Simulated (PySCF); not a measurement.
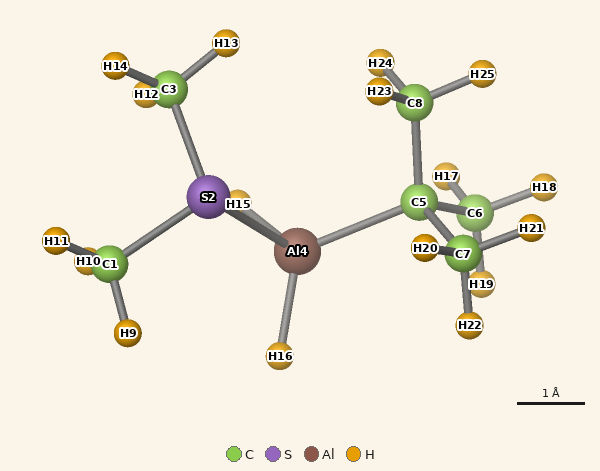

The structure as given in the input (ball-and-stick view, seen at a tilt; atoms are numbered from 1 in the order of the input). Sticks mark near contacts. Bond lengths as drawn: Al–C 2.00 Å, Al–H 1.61 Å, Al–S 2.48 Å, C–C 1.53 Å, C–H 1.10 to 1.11 Å and C–S 1.80 to 1.81 Å.

**Two runs on C₆H₁₇AlS**

System: C₆H₁₇AlS.
Method of the first run: GIAO mPW1PW91/pcSseg-1 NMR shielding, non-relativistic, gas phase (PySCF 2.14.0).

The geometry comes from this level: PBE0-D3(BJ)/def2-SVP. Text and figures count atoms from 1; the logs count them from 0 in places.

## The input, the first run
```
{"job": {"kind": "nmr", "xc": "mPW1PW91", "basis": "pcSseg-1", "pop": false}, "charge": 0, "multiplicity": 1}
C     -3.095837    -1.453462     0.334964
S     -1.845700    -0.252178     0.837289
C     -2.505330     1.250227     0.085207
Al    -0.041869    -0.906943    -0.738593
C      1.547537     0.081701    -0.031754
C      2.647747     0.010150    -1.095408
C      2.041211    -0.572630     1.259343
C      1.208713     1.548321     0.238175
H     -2.749893    -2.434660     0.684652
H     -3.190187    -1.472613    -0.760320
H     -4.057786    -1.207387     0.805385
H     -2.604411     1.116623    -1.001135
H     -1.783402     2.051988     0.287418
H     -3.470780     1.501050     0.545935
H     -0.757103    -0.341985    -2.071229
H     -0.148291    -2.489811    -0.469457
H      2.338695     0.479757    -2.044799
H      3.563676     0.535030    -0.756948
H      2.941782    -1.029643    -1.320531
H      1.275140    -0.551737     2.053691
H      2.934099    -0.050861     1.657832
H      2.321006    -1.627680     1.104951
H      0.473608     1.657818     1.055527
H      0.801830     2.055435    -0.653806
H      2.107932     2.116023     0.550260
```

The first line tells a small driver script what to run in PySCF; the rest is the geometry in Å.

Command:
```bash
OMP_NUM_THREADS=1 python <driver script> task.json out
```

Hardware: 1 CPU thread, shared host.

## Output (the first run)
```
coarse grid: 20304 points
cycle   1  E = -879.2893511979  dE =  2.494e-01  |g| = 4.852e-01  |ddm| = 4.140e+00
cycle   2  E = -879.2601275619  dE =  2.922e-02  |g| = 6.000e-01  |ddm| = 1.151e+00
cycle   3  E = -879.3573632073  dE = -9.724e-02  |g| = 6.426e-02  |ddm| = 6.884e-01
cycle   4  E = -879.3582549577  dE = -8.918e-04  |g| = 2.724e-02  |ddm| = 8.391e-02
cycle   5  E = -879.3584247453  dE = -1.698e-04  |g| = 5.660e-03  |ddm| = 2.549e-02
cycle   6  E = -879.3584324196  dE = -7.674e-06  |g| = 1.421e-03  |ddm| = 7.589e-03
final grid: 182208 points
cycle   7  E = -879.4094027175  dE = -5.477e-05  |g| = 8.415e-03  |ddm| = 3.786e-02
cycle   8  E = -879.4093921280  dE =  1.059e-05  |g| = 1.063e-02  |ddm| = 1.665e-02
cycle   9  E = -879.4094210021  dE = -2.887e-05  |g| = 5.298e-04  |ddm| = 9.408e-03
cycle  10  E = -879.4094210546  dE = -5.252e-08  |g| = 2.501e-04  |ddm| = 7.359e-04
cycle  11  E = -879.4094210691  dE = -1.451e-08  |g| = 5.082e-05  |ddm| = 2.476e-04
cycle  12  E = -879.4094210697  dE = -6.323e-10  |g| = 1.699e-05  |ddm| = 7.922e-05
converged SCF energy = -879.4094210697

GIAO shielding tensors (ppm)
atom      isotropic    diamagn.    paramagn.     s11        s22        s33       span
  0 C      160.622     252.547     -91.925    143.102    154.584    184.180     41.078
  1 S      587.574    1062.201    -474.627    460.335    566.772    735.613    275.278
  2 C      157.977     254.611     -96.635    143.402    148.018    182.510     39.108
  3 Al     392.137     798.536    -406.399    373.544    377.891    424.978     51.434
  4 C      169.855     246.573     -76.717    162.606    171.357    175.603     12.997
  5 C      155.454     246.217     -90.763    139.362    142.165    184.836     45.473
  6 C      153.045     247.409     -94.364    136.709    140.693    181.734     45.025
  7 C      151.864     250.201     -98.336    134.561    141.980    179.051     44.489
  8 H       29.157      30.301      -1.144     23.836     26.509     37.126     13.290
  9 H       29.204      30.390      -1.186     24.217     27.706     35.690     11.473
 10 H       29.319      28.135       1.184     23.819     26.508     37.629     13.811
 11 H       29.183      32.078      -2.895     24.934     27.465     35.151     10.217
 12 H       29.021      32.540      -3.519     23.173     28.374     35.517     12.344
 13 H       29.259      29.418      -0.158     23.917     26.392     37.469     13.553
 14 H       27.395      32.489      -5.094     23.919     27.287     30.980      7.061
 15 H       27.317      32.455      -5.138     23.698     26.986     31.266      7.567
 16 H       30.219      30.461      -0.241     25.720     28.172     36.767     11.047
 17 H       30.678      29.967       0.711     27.330     27.944     36.759      9.429
 18 H       30.273      30.151       0.122     25.964     27.805     37.051     11.088
 19 H       30.260      32.040      -1.779     25.235     30.004     35.543     10.308
 20 H       30.708      30.923      -0.215     27.441     27.946     36.737      9.296
 21 H       30.113      31.183      -1.070     26.284     27.498     36.556     10.272
 22 H       30.713      34.197      -3.484     25.714     30.807     35.617      9.903
 23 H       30.174      33.144      -2.970     26.320     28.747     35.455      9.135
 24 H       30.600      31.982      -1.382     27.125     28.207     36.468      9.343
```

For the second run the input was changed thus:
```diff
-"xc": "mPW1PW91"
+"xc": "PBE0"
-"pop": false
```

Predict how the results change.

The total energies belong to different methods, so their difference says nothing on which is more stable or more accurate. Of all shieldings, the largest change is that of S2, by +3.5 ppm. The functional changes from mPW1PW91 to PBE0. The number of SCF iterations is the same.

## Output (the second run)
```
coarse grid: 20304 points
cycle   1  E = -878.7594369327  dE =  2.518e-01  |g| = 4.849e-01  |ddm| = 4.138e+00
cycle   2  E = -878.7289549494  dE =  3.048e-02  |g| = 6.032e-01  |ddm| = 1.157e+00
cycle   3  E = -878.8270963352  dE = -9.814e-02  |g| = 6.444e-02  |ddm| = 6.944e-01
cycle   4  E = -878.8279927564  dE = -8.964e-04  |g| = 2.705e-02  |ddm| = 8.385e-02
cycle   5  E = -878.8281598755  dE = -1.671e-04  |g| = 5.674e-03  |ddm| = 2.546e-02
cycle   6  E = -878.8281675620  dE = -7.687e-06  |g| = 1.432e-03  |ddm| = 7.596e-03
final grid: 182208 points
cycle   7  E = -878.8792032867  dE = -4.860e-05  |g| = 1.168e-02  |ddm| = 4.004e-02
cycle   8  E = -878.8791818154  dE =  2.147e-05  |g| = 1.486e-02  |ddm| = 2.299e-02
cycle   9  E = -878.8792383594  dE = -5.654e-05  |g| = 7.661e-04  |ddm| = 1.325e-02
cycle  10  E = -878.8792384822  dE = -1.227e-07  |g| = 2.621e-04  |ddm| = 9.342e-04
cycle  11  E = -878.8792384979  dE = -1.579e-08  |g| = 6.068e-05  |ddm| = 2.686e-04
cycle  12  E = -878.8792384989  dE = -9.250e-10  |g| = 2.038e-05  |ddm| = 9.914e-05
converged SCF energy = -878.8792384989

GIAO shielding tensors (ppm)
atom      isotropic    diamagn.    paramagn.     s11        s22        s33       span
  0 C      161.552     252.590     -91.038    143.885    155.481    185.289     41.404
  1 S      591.111    1061.868    -470.757    463.921    571.027    738.384    274.463
  2 C      158.812     254.585     -95.773    144.077    148.818    183.541     39.464
  3 Al     391.245     798.394    -407.150    372.529    377.257    423.948     51.419
  4 C      170.499     246.253     -75.754    163.314    171.933    176.251     12.937
  5 C      156.205     246.217     -90.012    139.903    142.755    185.957     46.054
  6 C      153.727     247.340     -93.613    137.154    141.243    182.785     45.630
  7 C      152.521     250.053     -97.532    135.066    142.509    179.986     44.920
  8 H       29.109      30.249      -1.140     23.758     26.448     37.121     13.363
  9 H       29.167      30.334      -1.168     24.162     27.668     35.671     11.509
 10 H       29.272      28.140       1.132     23.738     26.450     37.627     13.889
 11 H       29.149      31.991      -2.841     24.891     27.427     35.130     10.239
 12 H       28.970      32.438      -3.468     23.093     28.316     35.502     12.408
 13 H       29.208      29.407      -0.200     23.837     26.327     37.459     13.621
 14 H       27.297      32.321      -5.024     23.818     27.197     30.877      7.060
 15 H       27.213      32.311      -5.098     23.593     26.884     31.161      7.568
 16 H       30.163      30.396      -0.233     25.632     28.110     36.747     11.115
 17 H       30.641      29.979       0.662     27.298     27.892     36.733      9.434
 18 H       30.216      30.113       0.103     25.878     27.740     37.028     11.150
 19 H       30.202      31.926      -1.724     25.149     29.945     35.512     10.363
 20 H       30.670      30.914      -0.244     27.409     27.894     36.708      9.299
 21 H       30.055      31.124      -1.069     26.198     27.432     36.535     10.336
 22 H       30.659      34.060      -3.401     25.635     30.746     35.594      9.958
 23 H       30.115      33.024      -2.909     26.239     28.682     35.426      9.187
 24 H       30.561      31.949      -1.387     27.092     28.157     36.435      9.343
```

## The two runs side by side

| quantity | the first run | the second run |
| --- | --- | --- |
| outcome | converged | converged |
| total energy (hartree) | −879.409421 | −878.879238 |
| HOMO (eV) | −6.36 | −6.33 |
| LUMO (eV) | 0.07 | 0.07 |
| dipole moment (D) | 4.49 | 4.50 |
| shielding of C1 (ppm) | 160.6 | 161.6 |
| shielding of S2 (ppm) | 587.6 | 591.1 |
| shielding of C3 (ppm) | 158.0 | 158.8 |
| shielding of Al4 (ppm) | 392.1 | 391.2 |
| shielding of C6 (ppm) | 155.5 | 156.2 |
| shielding of C7 (ppm) | 153.0 | 153.7 |
| shielding of C8 (ppm) | 151.9 | 152.5 |
| SCF iterations | 12 | 12 |
| basis functions | 235 | 235 |
| wall time (shared host) | 44 s | 58 s |
